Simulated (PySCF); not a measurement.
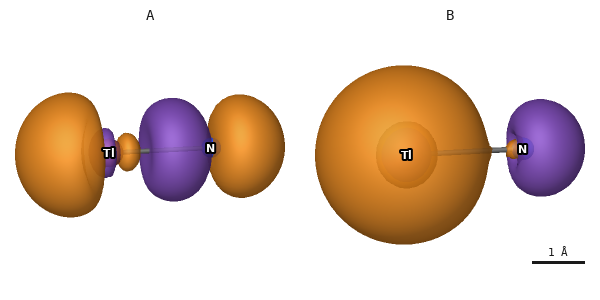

TlN (triplet). Two frontier β-spin orbitals, each drawn at the value that holds 80 % of its norm (orange and purple are the two phases), in no order; of a degenerate pair one member is drawn.

Core potentials replace the inner electrons of Tl.

The calculation used PBE0/cc-pVTZ(-PP), non-relativistic Hamiltonian with scalar-relativistic core potentials where named, at a bond length of 2.308 Å (PySCF).

> Name the orbitals and rank them from lowest to highest energy.

Orbital B: σ, occupied in this spin, −10.32 eV; mainly on Tl (85 %).
Orbital A: σ, occupied in this spin, −5.13 eV; shared between the atoms (Tl 35 %, N 65 %).
